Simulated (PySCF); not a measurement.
C4H8O3Si: NMR shielding calculation

- system: C4H8O3Si
- method: GIAO PBE0/pcSseg-1 NMR shielding, non-relativistic, gas phase (PySCF 2.14.0)

The geometry comes from this level: GFN2-xTB. Figures and captions count atoms from 1; the log counts them from 0 in places.

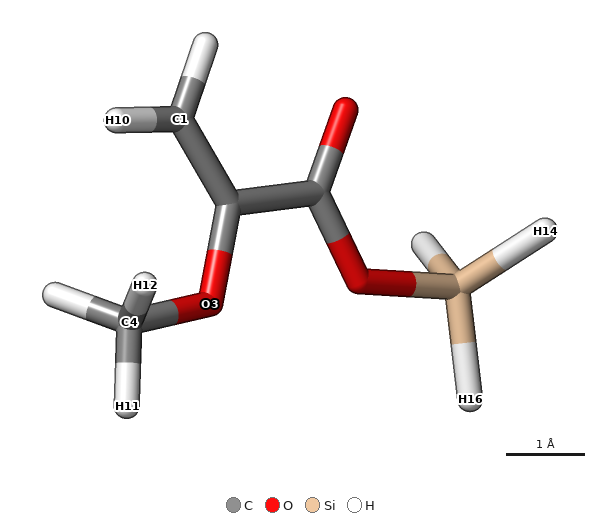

Fig. 1: The input geometry (stick view, seen at a tilt; atoms are numbered from 1 in the order of the input). Bond lengths as drawn: C–C 1.33 to 1.49 Å, C–H 1.07 to 1.09 Å, C–O 1.21 to 1.41 Å, H–Si 1.46 Å and O–Si 1.66 Å.

### Summary

| quantity | value |
| --- | --- |
| outcome | converged |
| total energy | −671.808827 hartree |
| HOMO | −7.13 eV |
| LUMO | −1.14 eV |
| dipole moment | 2.38 D |
| isotropic shielding, C | 17.5 to 130.3 ppm |
| isotropic shielding, O | −87.2 to 218.8 ppm |
| isotropic shielding, Si | 388.9 ppm |
| isotropic shielding, H | 25.8 to 28.2 ppm |
| hardware | 1 CPU thread, shared host |
| wall time | 58 s |
| peak memory | 0.83 GiB |

### Input file
```
{"job": {"kind": "nmr", "xc": "PBE0", "basis": "pcSseg-1"}, "charge": 0, "multiplicity": 1}
C     -1.810307     0.931603    -0.577586
C     -0.765020     0.232759    -0.131630
O     -0.775453    -0.874532     0.648192
C     -2.032492    -1.365323     1.049939
C      0.615592     0.667432    -0.498724
O      0.847314     1.629777    -1.188150
O      1.564927    -0.097229     0.000581
Si     3.175604     0.201238    -0.279679
H     -1.621216     1.792229    -1.191737
H     -2.833272     0.686790    -0.360156
H     -1.828994    -2.244251     1.658285
H     -2.574382    -0.623586     1.645190
H     -2.640446    -1.649498     0.185194
H      3.518538     1.512264     0.258995
H      3.432754     0.122054    -1.712885
H      3.719255    -0.912782     0.482759
```

The first line tells a small driver script what to run in PySCF; the rest is the geometry in Å.

Run as:
```bash
OMP_NUM_THREADS=1 python <driver script> task.json out
```

### Log
```
coarse grid: 14192 points
cycle   1  E = -671.5392584918  dE =  1.316e+00  |g| = 1.026e+00  |ddm| = 3.638e+00
cycle   2  E = -671.1804491079  dE =  3.588e-01  |g| = 1.740e+00  |ddm| = 2.114e+00
cycle   3  E = -671.7149957703  dE = -5.345e-01  |g| = 2.805e-01  |ddm| = 1.476e+00
cycle   4  E = -671.7283887388  dE = -1.339e-02  |g| = 1.028e-01  |ddm| = 2.727e-01
cycle   5  E = -671.7300641190  dE = -1.675e-03  |g| = 2.541e-02  |ddm| = 7.423e-02
cycle   6  E = -671.7301998851  dE = -1.358e-04  |g| = 8.351e-03  |ddm| = 2.449e-02
cycle   7  E = -671.7302135030  dE = -1.362e-05  |g| = 3.443e-03  |ddm| = 9.304e-03
cycle   8  E = -671.7302160811  dE = -2.578e-06  |g| = 5.348e-04  |ddm| = 3.052e-03
final grid: 133360 points
cycle   9  E = -671.8087887021  dE = -2.250e-05  |g| = 1.454e-02  |ddm| = 2.724e-02
cycle  10  E = -671.8087268559  dE =  6.185e-05  |g| = 2.351e-02  |ddm| = 2.513e-02
cycle  11  E = -671.8088254782  dE = -9.862e-05  |g| = 2.269e-03  |ddm| = 1.704e-02
cycle  12  E = -671.8088265403  dE = -1.062e-06  |g| = 4.613e-04  |ddm| = 1.909e-03
cycle  13  E = -671.8088265739  dE = -3.356e-08  |g| = 1.797e-04  |ddm| = 4.485e-04
cycle  14  E = -671.8088265796  dE = -5.708e-09  |g| = 6.546e-05  |ddm| = 1.706e-04
cycle  15  E = -671.8088265803  dE = -7.594e-10  |g| = 2.547e-05  |ddm| = 6.285e-05
```

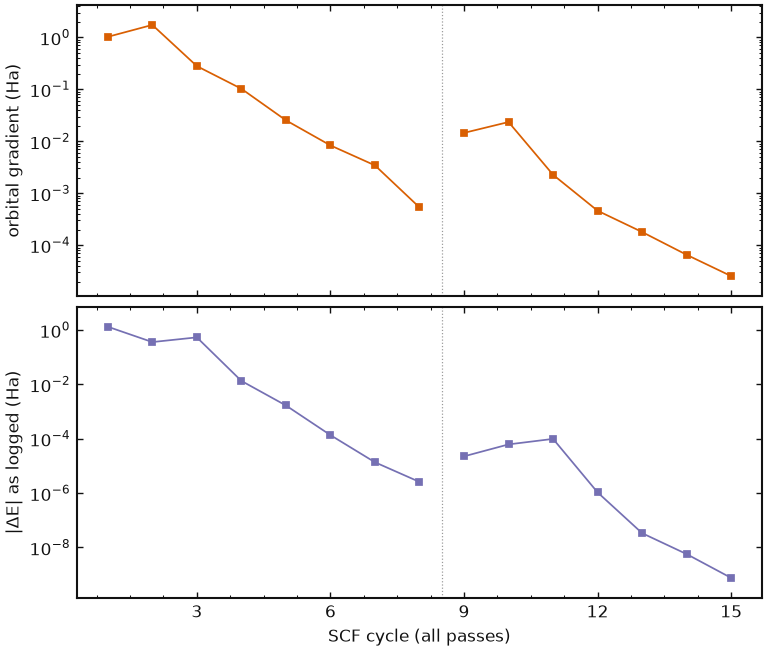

Fig. 2: Convergence of the self-consistent field: orbital gradient and size of the energy change against the SCF cycle. The dotted line marks the change from a coarse to the final integration grid. The first 8 cycles use a coarse grid, the final grid takes over at cycle 9, and the field converges after 15 cycles in all.

```
converged SCF energy = -671.8088265803

GIAO shielding tensors (ppm)
atom      isotropic    diamagn.    paramagn.     s11        s22        s33       span
  0 C       87.316     257.187    -169.870     -6.858     87.156    181.652    188.511
  1 C       25.799     252.865    -227.066    -77.178     59.482     95.094    172.272
  2 O      218.777     401.068    -182.291     93.620    254.013    308.696    215.076
  3 C      130.324     244.288    -113.964    101.726    110.907    178.338     76.612
  4 C       17.523     248.993    -231.470    -76.559     56.281     72.847    149.406
  5 O      -87.217     402.464    -489.681   -311.704   -239.534    289.587    601.291
  6 O      160.423     400.408    -239.985     10.981    217.514    252.774    241.793
  7 Si     388.915     880.112    -491.197    359.838    361.264    445.644     85.806
  8 H       25.783      31.803      -6.020     23.215     25.272     28.862      5.646
  9 H       27.104      31.233      -4.129     24.649     25.219     31.444      6.795
 10 H       27.481      28.616      -1.135     23.144     26.126     33.174     10.030
 11 H       28.185      29.104      -0.919     25.243     25.412     33.900      8.657
 12 H       28.184      29.103      -0.919     25.245     25.413     33.895      8.651
 13 H       26.723      28.884      -2.161     23.491     25.075     31.603      8.112
 14 H       26.722      28.882      -2.161     23.490     25.075     31.599      8.109
 15 H       27.089      29.559      -2.470     23.318     26.161     31.787      8.470
```

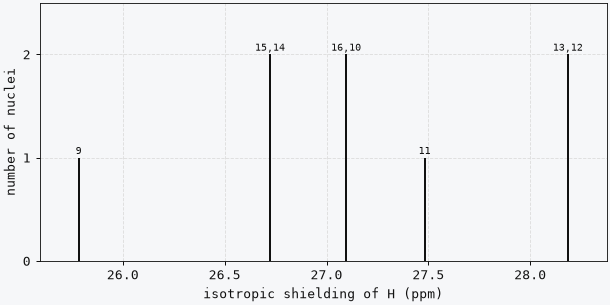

Fig. 3: Isotropic shieldings of the hydrogen nuclei in this fixed geometry, labelled by atom number; shielding grows to the right, so chemical shift grows to the left. The least shielded is H9 (25.8 ppm), the most shielded H12 (28.2 ppm).

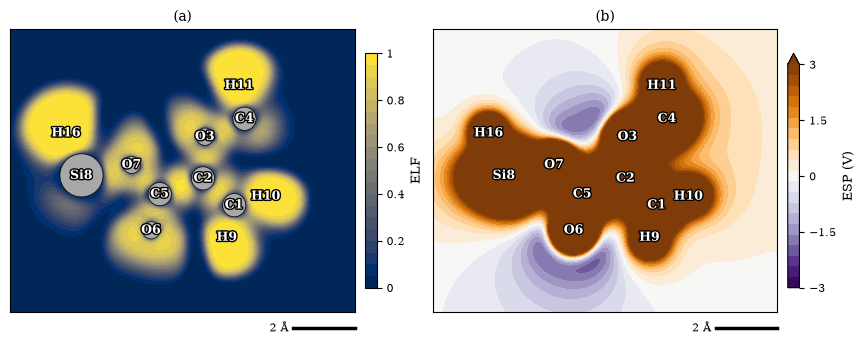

Fig. 4: (a) ELF; (b) electrostatic potential on the plane of atoms C1, C2 and O3. Grey discs, where drawn, cover atomic cores. The plane passes through C, O, Si and H nuclei. C–O (1.21 Å): the ELF peaks at about 0.85 between the atoms; a multiple bond by its length, whose ELF region spreads away from the axis. C–C (1.33 Å): the ELF peaks at about 0.95 between the atoms; a multiple bond by its length, whose ELF region spreads away from the axis. C–O (1.32 Å): the ELF peaks at about 0.90 between the atoms (a shared but strongly polarised pair).

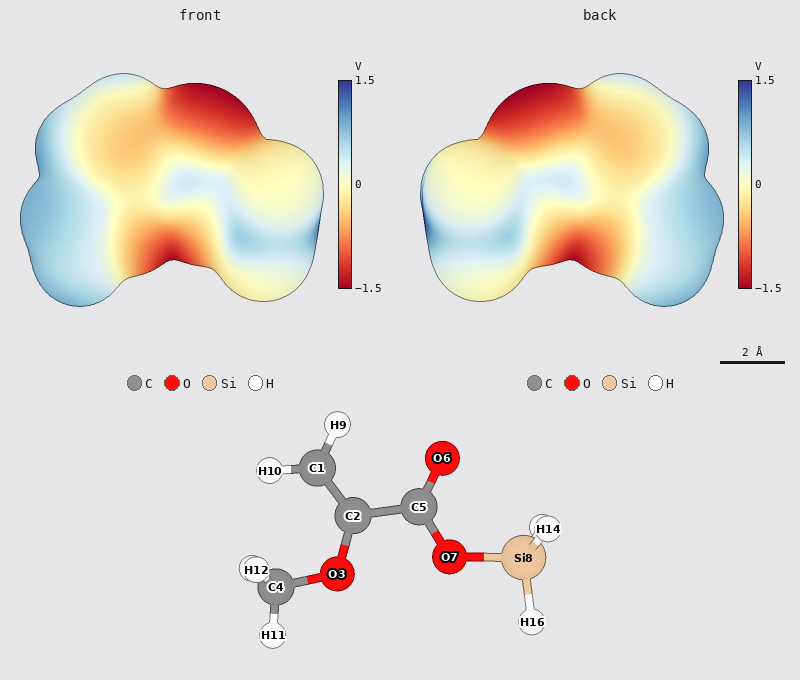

Fig. 5: The molecular electrostatic potential painted on the density surface at 0.001 e/bohr³, seen face on and from behind; the colour scale runs from red (negative) to blue (positive). The bare structure is drawn below in the same view. Its dipole moment is 2.38 D.
